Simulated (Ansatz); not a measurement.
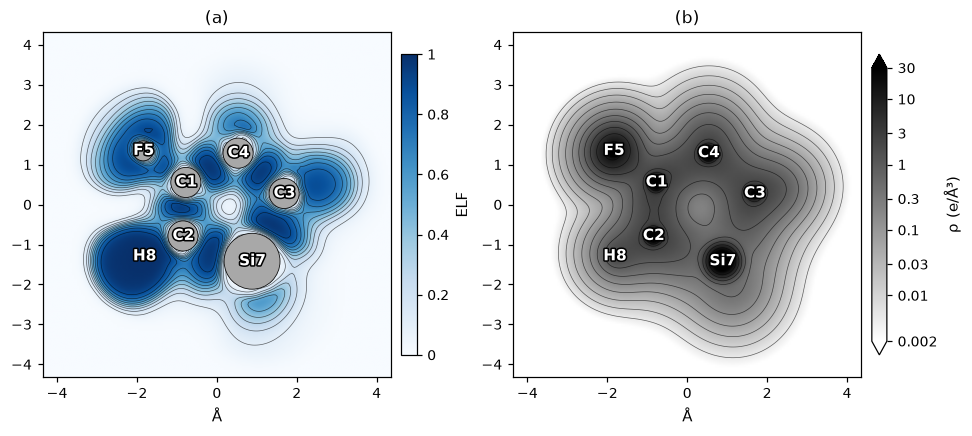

Figure. C4H6F2Si. (a) electron localisation function; (b) total electron density on the plane of atoms C4, C1 and F5. Grey discs cover the atomic cores in the ELF map.

Geometry: PBE0-D3(BJ)/def2-SVP.

Theory: isolated molecule in a Gaussian basis; Kohn-Sham density functional theory, functional PBE0 (Ansatz).

| atom | x (Å) | y (Å) | z (Å) |
| --- | --- | --- | --- |
| C | -0.8006 | 0.9613 | -0.8208 |
| C | -0.7445 | -0.2672 | -0.2847 |
| C | 1.0072 | 1.5773 | 0.7597 |
| C | 0.0275 | 2.0989 | -0.3047 |
| F | -1.5949 | 1.2810 | -1.8359 |
| F | -0.2439 | -0.3360 | 2.5664 |
| Si | 0.4648 | -0.1966 | 1.1016 |
| H | -1.3707 | -1.0744 | -0.6683 |
| H | 1.5424 | -1.2226 | 1.1052 |
| H | 1.0032 | 2.1942 | 1.6705 |
| H | 2.0408 | 1.5836 | 0.3795 |
| H | 0.5409 | 2.5774 | -1.1554 |
| H | -0.6557 | 2.8670 | 0.0971 |

Q: Describe what can be read from this map.

A: The plane passes through C, F, Si and H nuclei.
C–F (1.33 Å): ρ is about 2.4 e/Å³ halfway; the ELF peaks at about 0.85 between the atoms: a shared but strongly polarised pair.
C–C (1.34 Å): ρ is about 2.3 e/Å³ halfway; the ELF peaks at about 0.95 between the atoms: a multiple bond.
C–Si (1.84 Å): ρ is about 0.99 e/Å³ halfway; the ELF peaks at about 0.95 between the atoms (localised, covalent bonding).
C–H (1.09 Å): ρ is about 1.9 e/Å³ halfway; the ELF climbs to about 1 towards the hydrogen, as it does in any bond to H; an ordinary covalent bond to hydrogen.
C–C (1.50 Å): the density is about 1.8 e/Å³ at the midpoint; the ELF peaks at about 0.95 between the atoms (a shared electron pair).
The ELF also peaks beside F5, away from the bonds: lone-pair regions.
